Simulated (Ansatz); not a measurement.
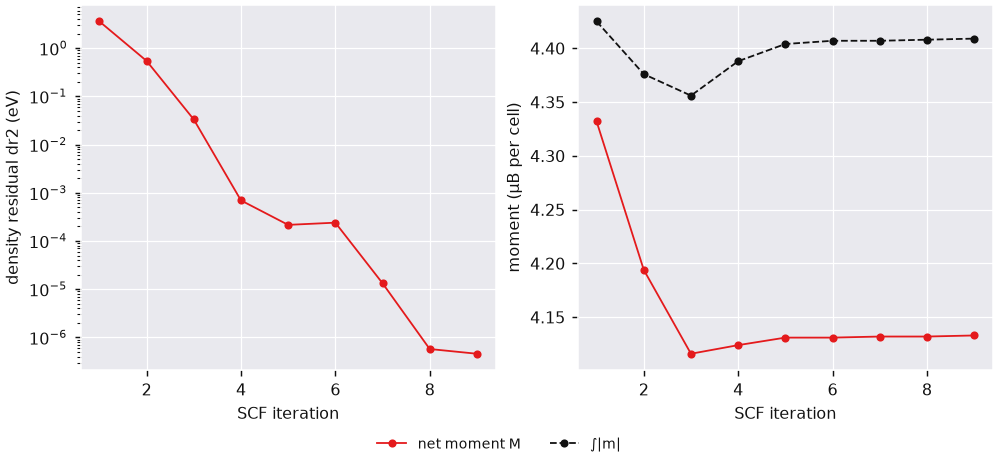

The plot shows the SCF iterations of a calculation: density residual dr2, magnetic moments. dr2 is the charge part; the magnetisation has a residual of its own.

MnBr3 (4 atoms in the cell), run with Ansatz.

```
crystal:
  lattice:
    - [5.0903852237, 0.0, 0.0]
    - [0.0, 5.0903852237, 0.0]
    - [0.0, 0.0, 5.0903852237]
  atoms:
    - { symbol: Mn, position: [0.0, 0.0, 0.0], spin: 4.0 }
    - { symbol: Br, position: [0.5, 0.0, 0.0] }
    - { symbol: Br, position: [0.0, 0.0, 0.5] }
    - { symbol: Br, position: [0.0, 0.5, 0.0] }
  symmetry: { detect: false }
basis:
  ecutwfc: 420
  ecutrho_ratio: 4
kpoints:
  mp_grid: { grid: [8, 8, 8] }
hamiltonian:
  xc: pbe
scf:
  occupations: { method: gaussian, width: 0.05 }
output:
  forces: true
  stress: true
magnetization:
  spin_polarized: true
```

Launched with:
```bash
ansatz run input.yaml --threads 2 --pin off --max-ram 2662MiB --backend cpu --events-out ev --progress --plain --runs-dir out
```

Question: How did this run end?

Answer: It did not finish: the time limit cut it off after 9 iterations. The residual is still falling at the last step (down to 5 × 10⁻⁷).

Question: Read the residual at the first and at the last step drawn.

Answer: It starts near 4 and ends near 5 × 10⁻⁷ eV.

Question: How do the moments develop?

Answer: The net moment goes from 4.3 to 4.1 μB per cell, though in an unconverged run this needn't be final.
